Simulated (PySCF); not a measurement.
# C₃H₁₀N₂O₂Si₂: what the fields show

```xyz
19

C     2.2297    1.2389    1.0657
C     2.2814   -0.0361    0.2698
C     3.5820   -0.6387    0.0049
O     4.6434   -0.1922    0.3741
N     1.2757   -0.6727   -0.2187
N     0.0368   -0.2469   -0.0606
Si   -1.3321   -1.1045   -0.7168
O    -2.5494   -0.1620   -0.2298
Si   -4.0959    0.3142   -0.0671
H     1.6515    1.1049    1.9812
H     1.7811    2.0458    0.4841
H     3.2470    1.5165    1.3291
H     3.5136   -1.5705   -0.5842
H    -0.1036    0.6154    0.4669
H    -1.4552   -2.4178   -0.0967
H    -1.2778   -1.1144   -2.1734
H    -4.8118   -0.7483    0.6337
H    -3.9940    1.5432    0.7143
H    -4.6321    0.5346   -1.4074
```

Geometry: GFN2-xTB.

Theory: PBE0/pcSseg-1, SCF density, gas phase, non-relativistic (PySCF 2.14.0).

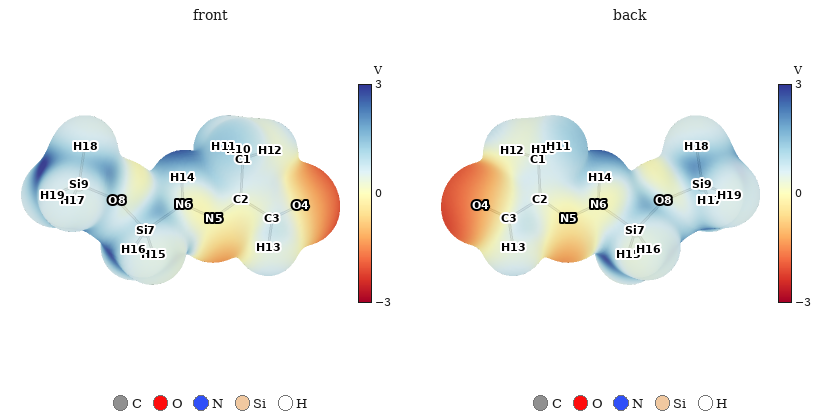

Figure 1. The electrostatic potential painted on the density surface at 0.004 e/bohr³, seen from the front and from behind; red is negative and blue positive.

**Where is the surface potential most negative and most positive?**

The most negative region (about −2.1 V) lies over O4, the most positive (about +2.8 V) over Si7 and Si9. O4 is the likeliest acceptor of a hydrogen bond.

**How polar is the molecule by this calculation?**

Its dipole moment is 5.29 D.

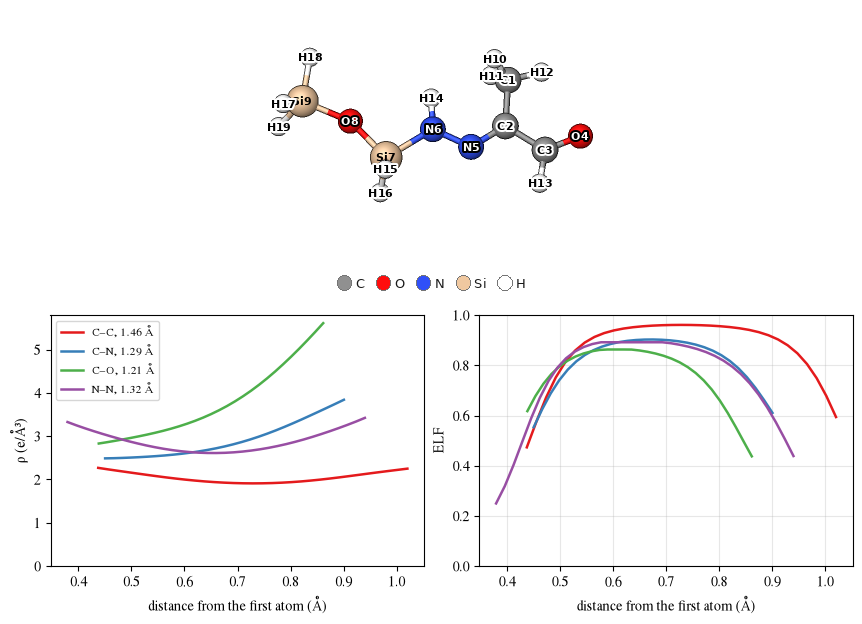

Figure 2. Electron density and ELF along straight lines between neighbouring atoms. The curves leave out the atomic cores. The structure is drawn too.

**What kind of bonding do the profiles show?**

C–C (1.46 Å): ρ at the midpoint is about 1.9 e/Å³; the ELF peaks at about 0.95 between the atoms (localised, covalent bonding).
C–N (1.29 Å): ρ at the midpoint is about 2.7 e/Å³; the ELF peaks at about 0.90 between the atoms: a covalent bond.
C–O (1.21 Å): ρ is about 3.3 e/Å³ halfway; the ELF peaks at about 0.85 between the atoms (a short, multiple covalent bond).
N–N (1.32 Å): ρ is about 2.6 e/Å³ halfway; the ELF peaks at about 0.90 between the atoms (a covalent bond).
